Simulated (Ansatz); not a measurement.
# HfSnO4: the cell at several levels of theory

Cell and atoms of HfSnO4 built on the tetragonal host prototype are relaxed in turn with PBE, r2SCAN and PBEsol. This is a trial cell built on a prototype, not taken from a measured structure, and it needn't be the compound's ground state.

The runs shown are made with Ansatz 0.2.0. PAW datasets, plane waves, zero pressure. The structure was generated, not taken from experiment, and needn't be the ground state; spin polarisation is off.

### Step 1. Starting point

This is the cell as the run starts from it, not yet at rest; its lengths are not the crystal's.

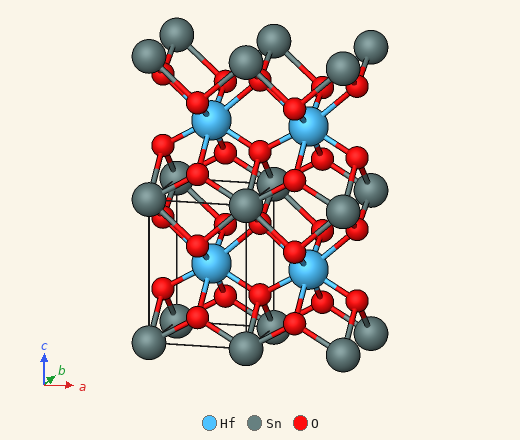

The cell seen slightly off an axis (hafnium blue, tin teal, oxygen red). 2×1×2 cells are drawn.

Structure file:

```cif
data_structure
_symmetry_space_group_name_H-M 'P-4m2'
_symmetry_Int_Tables_number 115
_cell_length_a 3.3834
_cell_length_b 3.3834
_cell_length_c 4.9180
_cell_angle_alpha 90.000
_cell_angle_beta 90.000
_cell_angle_gamma 90.000
_cell_volume 56.30
loop_
_atom_site_label
_atom_site_type_symbol
_atom_site_symmetry_multiplicity
_atom_site_Wyckoff_symbol
_atom_site_fract_x
_atom_site_fract_y
_atom_site_fract_z
_atom_site_occupancy
Hf1 Hf 1 c 0.50000 0.50000 0.50000 1
Sn1 Sn 1 a 0.00000 0.00000 0.00000 1
O1 O 2 g 0.50000 0.00000 0.69721 1
O2 O 2 g 0.00000 0.50000 0.80279 1
```

### Step 2. Relaxing with PBE

File input.yaml:

```yaml
crystal:
  lattice:
    - [3.38335293, 0.0, 0.0]
    - [0.0, 3.38335293, 0.0]
    - [0.0, 0.0, 4.91796984]
  atoms:
    - { symbol: Hf, position: [0.5, 0.5, 0.5] }
    - { symbol: Sn, position: [0.0, 0.0, 0.0] }
    - { symbol: O, position: [0.5, 0.0, 0.69720788] }
    - { symbol: O, position: [0.0, 0.5, 0.80279212] }
    - { symbol: O, position: [0.0, 0.5, 0.30279212] }
    - { symbol: O, position: [0.5, 0.0, 0.19720788] }
kpoints:
  mp_grid: { grid: [8, 8, 6] }
hamiltonian:
  xc: pbe
scf:
  occupations: { method: fermi_dirac, width: 0.02 }
relax:
  f_tol: 0.005
  cell: {}
output:
  write_density: true
  write_potential: true
  elf: true
  volumetric_format: npy
```

Launch:

```
> ansatz run input.yaml --threads 2 --pin off --max-ram 29491MiB --backend cpu --events-out ev --progress --plain --runs-dir out
```

After this run come: Relaxation with r2SCAN; PBEsol: cell and atoms.

Q: Predict the outcome of this session. Wanted: for each run, a; c; volume; space group; SCF geometries.

The runs gave:

```
 level  a (Å)  c (Å)  volume (Å³/atom)  space group  SCF geometries
   PBE  3.600  5.425            11.716        P-4m2              14
r2SCAN  3.564  5.338            11.303        P-4m2               7
PBEsol  3.563  5.318            11.252        P-4m2               9
```

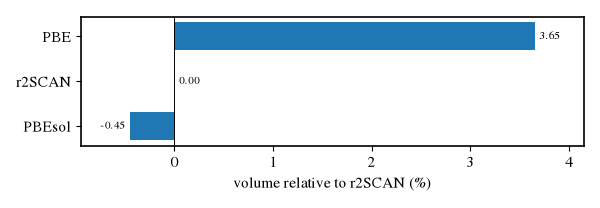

Relaxed volume of each level against r2SCAN.

What this shows: The first relaxation changed the volume by +24.9 % from the start. The volume runs from PBEsol (least) to PBE (most), a spread of 4.1 %, or 1.4 % in length if all axes shared it alike. The meshes differ: PBE 8×8×6, r2SCAN 6×6×4, PBEsol 6×6×4.
